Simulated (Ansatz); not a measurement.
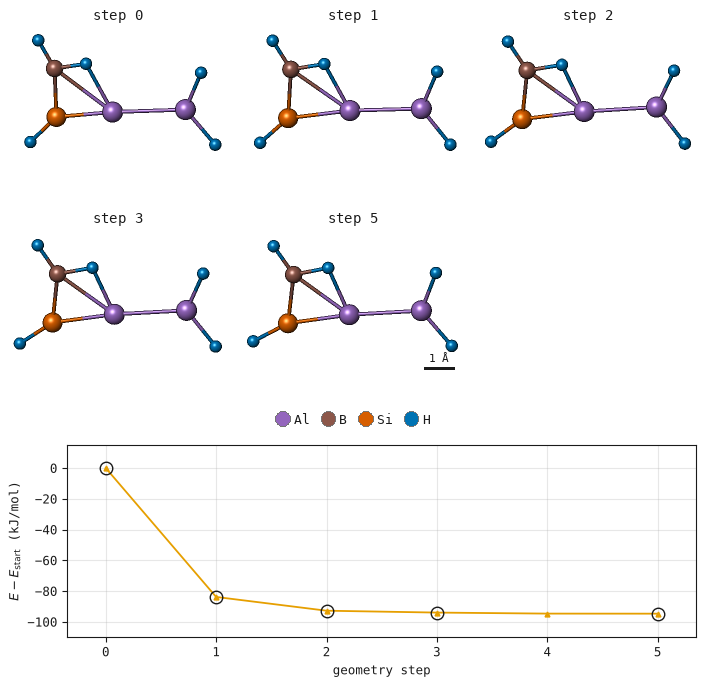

Frames of a relaxation of Al2BSiH5, marked on the history of the run. The picture is a ball-and-stick view, seen at a tilt.

It is one of the separated reactants of a reaction.

The calculation used RKS PBE-D4/def2-SVP in Ansatz. (force threshold 0.03 eV/Å; at most 250 steps)

Describe the path.

Answer. The largest move after the best rigid fit is that of an H atom, 0.43 Å. Largest moves by element: H 0.43 Å, Si 0.19 Å, B 0.17 Å, Al 0.09 Å. Near-neighbour distances that change, for instance: Al–Si 2.017 → 2.234 Å, Al–B 2.454 → 2.318 Å, B–H 1.150 → 1.280 Å, Al–H 1.954 → 1.844 Å. Among the angles between lasting bonds that change: Al–Si–H 143.2° → 161.0°, Si–B–H 152.4° → 138.9°, Al–Si–B 78.6° → 67.6°. After 5 geometry steps the energy has fallen by 94.7 kJ/mol. The largest force component goes from 3.6 to 0.018 eV/Å. From step 0 to 1: an H atom moves most (0.19 Å), energy −83.8 kJ/mol. From step 1 to 2: an H atom moves most (0.14 Å), energy −8.95 kJ/mol. From step 2 to 3: an H atom moves most (0.06 Å), energy −1.22 kJ/mol. From step 3 to 5: an H atom moves most (0.10 Å), energy −0.71 kJ/mol.

```csv
step,"E − E(0), kJ/mol","largest force component, eV/Å"
0,0.00,3.5688
1,-83.82,0.8862
2,-92.77,0.1618
3,-93.99,0.1108
4,-94.65,0.0403
5,-94.70,0.0177
```
